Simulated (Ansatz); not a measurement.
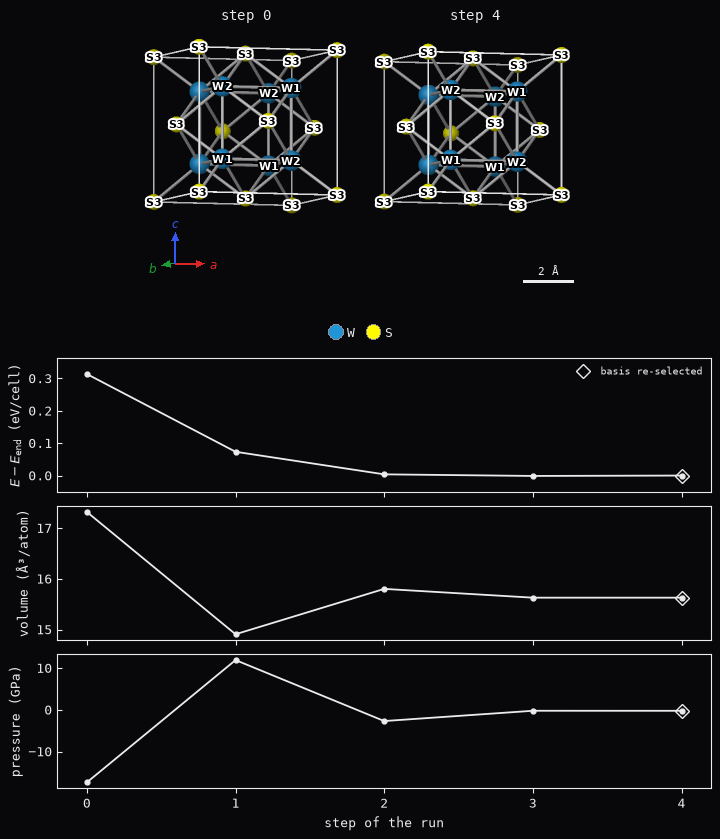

First and last geometry of a relaxation of crystalline W$_{2}$S (built on the fluorite_225 type) (coarse preliminary run), with the history of the run. The picture is a ball-and-stick view of the conventional cell (4 times the calculation's cell), seen from a free direction. Lengths and directions refer to the drawn axes.

Case: fluorite type (Fm-3m, No. 225).

Method: DFT PBE, scalar-relativistic, plane waves, PAW (Ansatz). (plane-wave cutoff 420 eV; k-point mesh 6 × 6 × 6; occupations gaussian; smearing width 0.1 eV; no spin polarisation; cell and atoms relaxed; force threshold 0.04 eV/Å; at most 70 steps)

**Read the history and describe the run.**

It converged. After 3 accepted moves (4 points after the start) the energy has fallen by 0.313 eV per cell of the calculation. All forces vanish by symmetry, so only the cell relaxes. Pressure: −17.39 GPa at the start and −0.24 GPa at the end. The SCF was repeated once at an unchanged geometry on a basis and grid sized afresh for the cell, which shifted the energy by 1.2 meV per cell of the calculation at most. No atom moves by more than 0.005 Å relative to the cell. The volume changes by −9.8 %, with a = b = c 5.923 → 5.724 Å (−3.4 %). Some distances before and after: W1–W2 2.962 → 2.862 Å, W1–S3 2.565 → 2.479 Å. The space group stays Fm-3m (No. 225). The run took 6.6 s on 1 thread of Arm Neoverse V1, with other jobs on the host, peak memory 0.31 GiB.

```
step  E − E(0), meV/atom  pressure, GPa  volume, Å³/atom                      note
   0                0.00         -17.39           17.318                          
   1              -80.00          11.91           14.907                          
   2             -103.24          -2.70           15.801                          
   3             -104.89          -0.23           15.628                          
   4             -104.48          -0.24           15.628  same geometry, new basis
```
